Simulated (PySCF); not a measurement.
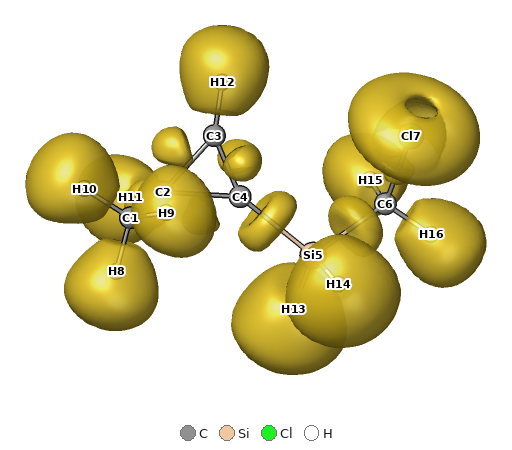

*C5H9ClSi (SMILES C[C@H]1C=C1[SiH2]CCl). Isosurface of the ELF at 0.8 (yellow), seen at a tilt. Core shells and regions of very low density are left out.*

Geometry: GFN2-xTB.

These are results of PBE0/pcSseg-1, SCF density, gas phase, non-relativistic in PySCF, not measurements.

The calculation's input:

```
{"job": {"kind": "nmr", "xc": "PBE0", "basis": "pcSseg-1"}, "charge": 0, "multiplicity": 1}
C     -2.661001     0.176007     0.721612
C     -1.616115     0.231670    -0.369879
C     -0.586081     1.303493    -0.391095
C     -0.139341     0.124981    -0.031977
Si     1.204849    -1.009390     0.547580
C      2.877610    -0.293071    -0.049299
Cl     3.113937     1.334487     0.644393
H     -2.979643    -0.851101     0.893965
H     -2.258954     0.573687     1.650632
H     -3.537848     0.760635     0.444363
H     -1.956858    -0.184095    -1.316366
H     -0.401866     2.335061    -0.570107
H      1.053191    -2.333235    -0.067570
H      1.226593    -1.089649     2.009606
H      2.926761    -0.178519    -1.129697
H      3.727164    -0.892016     0.269911
```

Run with:

```sh
OMP_NUM_THREADS=1 python probes_run.py task.json out
```

Describe the localisation domains.

The ELF exceeds this value in four regions between bonded C–C atoms (shared pairs), one region between bonded C–Cl atoms (shared pairs), two regions between bonded C–Si atoms (shared pairs), nine regions around hydrogen nuclei and one ring or bowl of non-bonding electrons around Cl. Along the contacts the grid gives the following. C–C (1.31 Å): the ELF peaks at about 0.85 between the atoms; a short, multiple covalent bond. C–Cl (1.78 Å): the ELF peaks at about 0.90 between the atoms, as expected for a shared electron pair.
